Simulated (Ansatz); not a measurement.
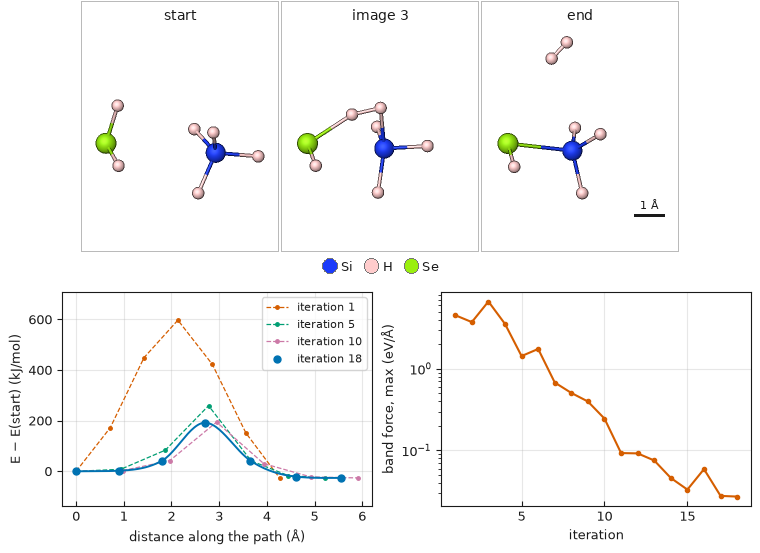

A search for the minimum-energy path of SiH6Se, made up of SiH4 and H₂Se by the nudged elastic band. Images are numbered from 0 (start) to 6 (end). The plot follows the band through its iterations. A ball-and-stick model, seen at a tilt.

Method: RKS PBE0-D4/def2-SVP in Ansatz. Set-up: 5 movable images; climbing image.

Q: Did the band converge, and can the barrier be trusted?

A: The run is converged, with reservations. The band converged in 18 iterations. The largest component of the band force went from 4.5 to 0.027 eV/Å. The climbing image converged on the top of the path. Its curvatures weren't checked. The largest force component is 0.15 eV/Å at the start and 0.52 eV/Å at the end; an end with forces this large is no minimum, and the barrier measured from it can be far off. The first iteration put the highest image at 597.2 kJ/mol. Forward barrier 191.9 kJ/mol, backward barrier 218.1 kJ/mol, with image 3 at the top; the reaction energy is −26.1 kJ/mol.

Limits of the set-up: the start holds two separate molecules, 3.4 Å apart at their closest, whose relative position is a soft coordinate.

Cost: 2.5 min on 2 threads of Arm Neoverse V1 (shared host).
